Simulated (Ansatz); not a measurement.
# UPBE0/STO-3G run of BSiH2F (SMILES B[Si]F)

What is the electronic atomisation energy of BSiH2F at UPBE0/STO-3G? 

The calculation is run with Ansatz 0.2.0.

63 further runs of the same task are left out: 3 that didn't finish, 60 set aside as unsound or not needed.

## (1) The system as given

The species is BSiH2F (5 atoms), meant as a triplet with charge 0. As SMILES, `B[Si]F`. The shape is that of a GFN2-xTB optimisation.

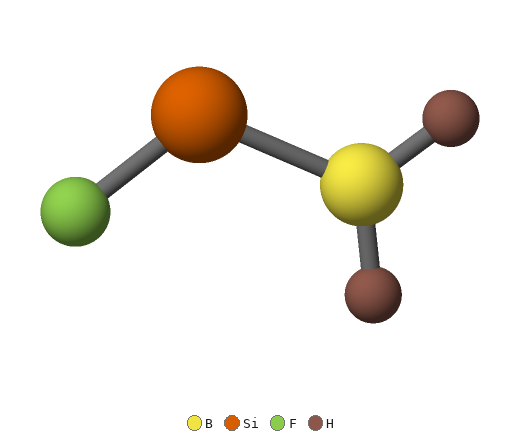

The structure, seen from a chosen angle (boron yellow, silicon orange, fluorine green, hydrogen brown).

## (2) A single-point energy at UPBE0/STO-3G

The input, run.yaml:

```yaml
crystal:
  periodic: [false, false, false]
  atoms:
    - symbol: B
      position_ang: [0.234950, 0.685700, -0.124130]
    - symbol: Si
      position_ang: [-0.890020, -0.807470, -0.293660]
    - symbol: F
      position_ang: [-0.519870, -2.176130, 0.558950]
    - symbol: H
      position_ang: [-0.000350, 1.667090, -0.717680]
    - symbol: H
      position_ang: [1.175290, 0.630810, 0.576520]
basis:
  gaussian:
    orbitals: STO-3G
magnetization:
  spin_polarized: true
  initial_magnetization: 2
hamiltonian:
  xc: {name: PBE0}
accuracy: high
```

On the command line:

```bash
$ ansatz run run.yaml --threads 1 --pin off --max-ram 2610MiB --events-out events.jsonl --progress --plain --runs-dir runs
```

The program printed:

```text
Warning: RAYON_NUM_THREADS=1 ignored (pool sized by the plan → 1); use --threads N
Functional definition: PBE0
  name "PBE0"
  parameter a = 0.25
  parameter kappa = 0.804
  parameter beta = 0.06672455060314922
  exchange = (1 - a)*pbe_x(kappa = kappa, mu = beta*pi^2/3) + a*exact_x
  correlation = pbe_c(beta = beta)
380 factors; integrals over basis functions are off by at most 1.0e-8 eV
mean field evaluation 1: about -11153.3505 eV, gradient 1.2e1 eV
mean field evaluation 2: about -11152.2232 eV, gradient 1.9e1 eV
mean field evaluation 4: about -11154.7926 eV, gradient 1.4e0 eV
mean field evaluation 8: about -11154.7854 eV, gradient 1.3e-2 eV
mean field evaluation 16: about -11154.7854 eV, gradient 8.7e-7 eV
mean field -11154.78541873 eV, -409.9308031531 hartree, gradient 2.8e-8 eV, S^2 2.002623; 0 other end points of the search recorded, 0 dependent functions left out
reference -11154.78542006 eV, -409.9308032019 hartree; 16, 14 occupied and 5, 7 virtual orbitals, 380 factors
Total energy: -11154.78542006 eV, -409.9308032019 hartree
```

Run time: 2.1 s. Hardware: 1 thread of Arm Neoverse V1, shared host; peak memory 0.13 GiB.

## (3) The B atom at the same level

The input, job.yaml:

```yaml
crystal:
  periodic: [false, false, false]
  atoms:
    - {symbol: B, position_ang: [0.000000, 0.000000, 0.000000]}
basis:
  gaussian: {orbitals: STO-3G}
magnetization: {spin_polarized: true, initial_magnetization: 1}
hamiltonian: {xc: {name: PBE0}}
accuracy: high
```

Run the same way, it converges to -24.23604 Eh (log not shown).

## (4) The F atom at the same level

Changes to job.yaml since step 3:

```diff
@@ -3,3 +3,3 @@
   atoms:
-    - {symbol: B, position_ang: [0.000000, 0.000000, 0.000000]}
+    - {symbol: F, position_ang: [0.000000, 0.000000, 0.000000]}
 basis:
```

Run the same way, it converges to -98.20282 Eh (log not shown).

## (5) The H atom

The input, input.yaml:

```yaml
crystal:
  periodic: [false, false, false]
  atoms:
    - {symbol: H, position_ang: [0.000000, 0.000000, 0.000000]}
basis:
  gaussian:
    orbitals: STO-3G
magnetization:
  spin_polarized: true
  initial_magnetization: 1
hamiltonian:
  xc: {name: PBE0}
accuracy: high
```

On the command line:

```bash
$ ansatz run input.yaml --threads 1 --pin off --max-ram 2610MiB --events-out events.jsonl --progress --plain --runs-dir runs
```

The program printed:

```text
Warning: RAYON_NUM_THREADS=1 ignored (pool sized by the plan → 1); use --threads N
[... 7 set-up lines as earlier in the session ...]
1 factors; integrals over basis functions are off by at most 4.6e-10 eV
mean field evaluation 1: about -12.6944 eV, gradient 0.0e0 eV
mean field evaluation 2: about -12.6944 eV, gradient 0.0e0 eV
mean field -12.69435959 eV, -0.4665091103 hartree, gradient 0.0e0 eV, S^2 0.750000; 0 other end points of the search recorded, 0 dependent functions left out
reference -12.69436041 eV, -0.4665091406 hartree; 1, 0 occupied and 0, 1 virtual orbitals, 1 factors
Total energy: -12.69436041 eV, -0.4665091406 hartree
```

Run time: 0.08 s. Hardware: 1 thread of Arm Neoverse V1, shared host.

## (6) The Si atom, same level

The input, job.yaml:

```yaml
crystal:
  periodic: [false, false, false]
  atoms:
    - symbol: Si
      position_ang: [0.000000, 0.000000, 0.000000]
basis:
  gaussian:
    orbitals: STO-3G
total_charge: 0
magnetization:
  spin_polarized: true
  initial_magnetization: 2
hamiltonian:
  xc: pbe0
accuracy: high
```

Run the same way, it converges to -285.82313 Eh (log not shown).

## (7) Outcome

Level: UPBE0/STO-3G.

| quantity | value |
| --- | --- |
| molecule: total energy | -409.93080 Eh |
| molecule: ⟨S²⟩ | 2.003 |
| B atom: total energy | -24.23604 Eh |
| B atom: ⟨S²⟩ | 0.750 |
| F atom: total energy | -98.20282 Eh |
| F atom: ⟨S²⟩ | 0.750 |
| H atom: total energy | -0.46651 Eh |
| H atom: ⟨S²⟩ | 0.750 |
| Si atom: total energy | -285.82313 Eh |
| Si atom: ⟨S²⟩ | 2.000 |
| electronic atomisation energy | 20.022 eV |

What this shows: Taking the molecule apart into free atoms costs 20.02 eV (462 kcal/mol), before zero-point energy and without spin-orbit coupling. In a minimal basis such a difference can be off by several eV, whatever the method.
